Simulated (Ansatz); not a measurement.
## From Hf(NH2)3F to Hf(OH)3F: predicting a member

Gas-phase molecules. On one Hf centre that keeps F, n of the NH2 ligands are replaced by OH. The HOMO–LUMO gap y in eV at wB97M-V/def2-TZVPP. Shapes: PBE0-D4/def2-TZVP. Flexible molecules stand in one conformer, not always the lowest. Programs: Ansatz 0.2.0.

| molecule | n | y (eV) |
| --- | --- | --- |
| Hf(NH2)3F | 0 | 10.55 |
| Hf(NH2)2(OH)F | 1 | ? |
| Hf(NH2)(OH)2F | 2 | 10.63 |
| Hf(OH)3F | 3 | 12.41 |

Task: Fit y = c + s·n to the known rows and predict Hf(NH2)2(OH)F.

Result: 
1. Means of the 3 rows: n = 1.66667, y = 11.197.
2. Σ(Δn)² = 4.6667, Σ(Δn·Δy) = 2.5067, so the slope is 2.5067/4.6667 = 0.53715.
3. Intercept: 11.197 − (0.53715) × 1.66667 = 10.302. The largest residual of the fit is 0.75.
4. Hf(NH2)2(OH)F: 10.302 + (0.53715) × 1 = 10.84 eV.

The run gave 10.60 eV, so the prediction is off by +0.24 eV, within the largest residual. The step per swap drifts from +0.05 to +1.78 eV. Other levels give for Hf(NH2)2(OH)F: PBE-D4/def2-TZVPP 4.96; B3LYP-D4/def2-TZVPP 6.51 eV. Orbital gaps aren't excitation energies, and the LUMO depends on the basis. At 1 other level on record the series doesn't rise at every step. For atoms past krypton def2 sets carry core potentials with scalar relativity.

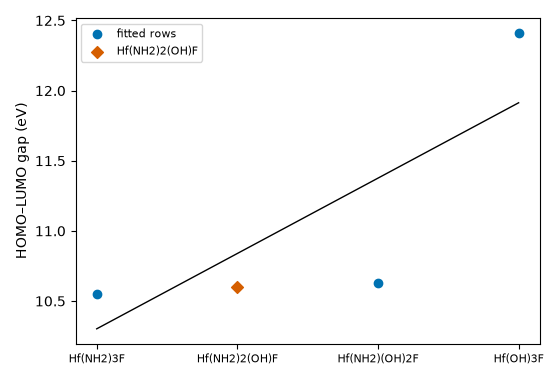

The fitted line, with the withheld member.
